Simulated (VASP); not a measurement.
Band structure of Au (fcc). All values below come from AM05 GGA, VASP's PBE PAW potentials (set 64) (plane waves; VASP).

Unless said otherwise, spin-orbit coupling is left out, though it shifts the bands of the heavy elements here.

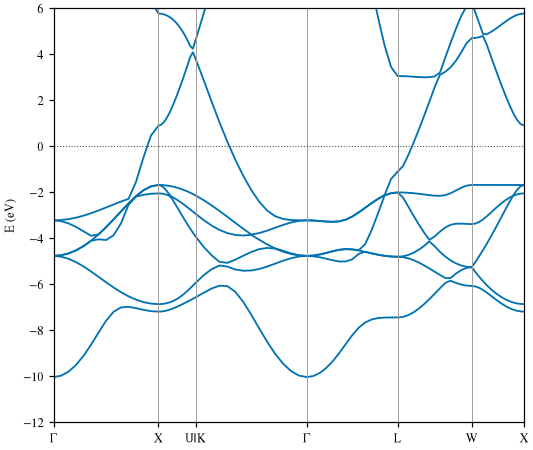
Figure: Bands along high-symmetry lines, zero at the valence-band maximum or, without a gap, the Fermi level

Task: Read the plot: is there a gap, and where are the band edges?

Result: It has no gap at this level: it comes out as a metal or semimetal. (Edges off the drawn lines would not show.)

The compound is Au in the fcc structure. It was relaxed first.
